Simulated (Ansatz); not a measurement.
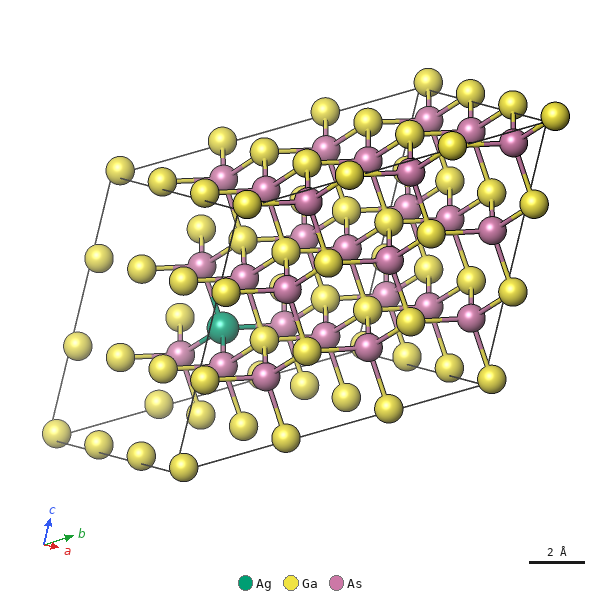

Ball-and-stick drawing of the structure, looking slightly off an axis. The frame is the supercell; atoms at its boundary are shown with their periodic copies. The host is GaAs, in a cell of 54 sites, and the cell carries a charge of -1.

Which defect is modelled here, and what are its neighbours?

Silver on a gallium site (a substitutional impurity). It is bonded to four As in a tetrahedral arrangement at about 2.5 Å.

Electronic-structure method: DFT LDA, scalar-relativistic, plane waves, PAW in Ansatz. Parameters: plane waves up to 420 eV, 2×2×2 k-mesh, Gaussian smearing of 0.02 eV, collinear spins.

Is a magnetic moment found?

No net moment.

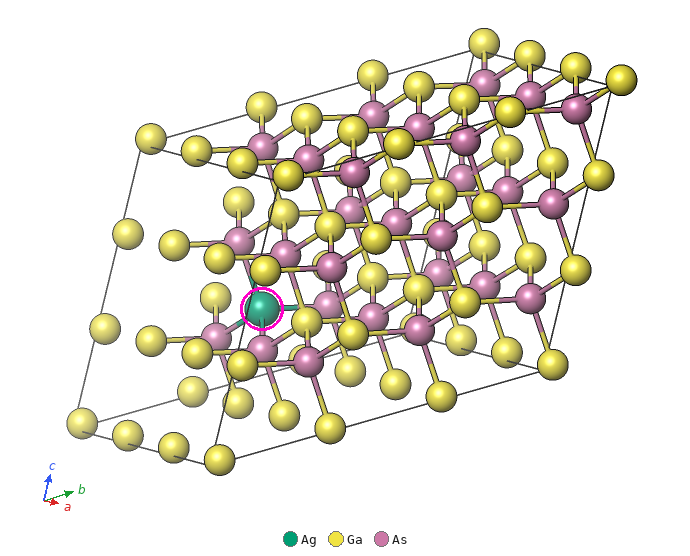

The same cell with a ring at the defect's site.

The atoms were relaxed in the host's cell with DFT LDA, scalar-relativistic, plane waves, PAW in Ansatz 0.2.0.
